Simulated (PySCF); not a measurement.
Molecule: SMILES ClB(Cl)Cl (BCl3), singlet. Atoms near the plane z = 0.6 Å, at the PBE0/def2-SVP optimised geometry (x, y, z in Å): B1 (-0.4, 0.0, 0.0), Cl2 (-1.3, 1.5, 0.0), Cl3 (1.3, 0.0, 0.0), Cl4 (-1.3, -1.5, 0.0).

Level of theory: PySCF with PBE0/def2-TZVP. The values are rescaled to run from 0 to 1.

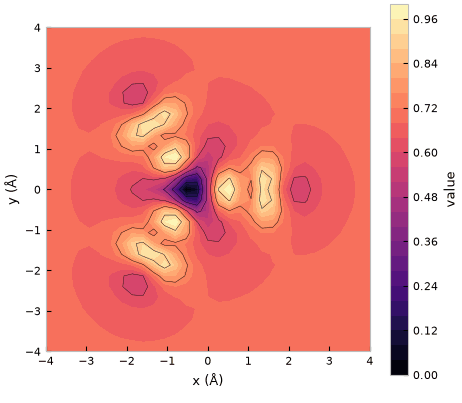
Figure: a field on the plane z = 0.6 Å.

### Question
Which quantity is mapped?
A) an orbital amplitude
B) deformation density (molecule minus spherical neutral atoms)
C) electron localisation function
D) electrostatic potential

### Answer
B, deformation density (molecule minus spherical neutral atoms). In full: deformation density (molecule minus spherical neutral atoms) (e/bohr³).
